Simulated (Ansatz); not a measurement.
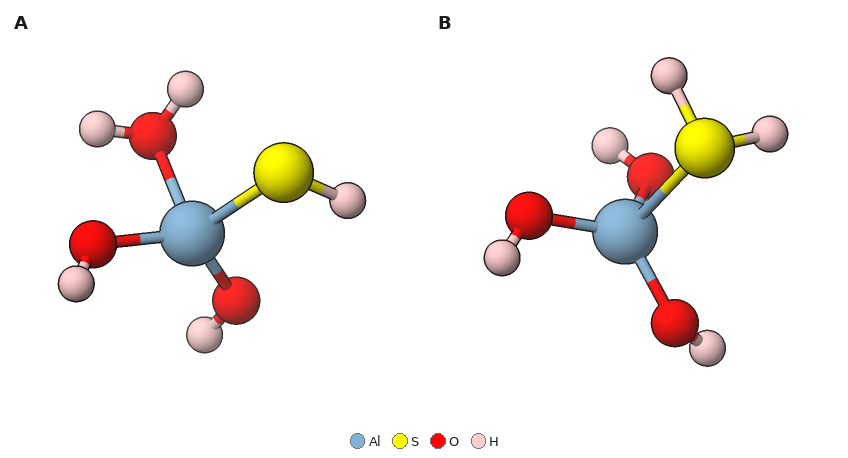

2 stationary structures of one formula. Geometries: PBE0-D4/def2-TZVP. Electronic energies: PBE0-D4/def2-TZVP (Ansatz 0.2.0), without zero-point energy. No frequency run is at hand to confirm each as a minimum. Each is one conformer, not always the lowest.

Question: Which structure is the most stable?

Answer: A is lowest (a minimum); B lies 27.0 kJ/mol above it.
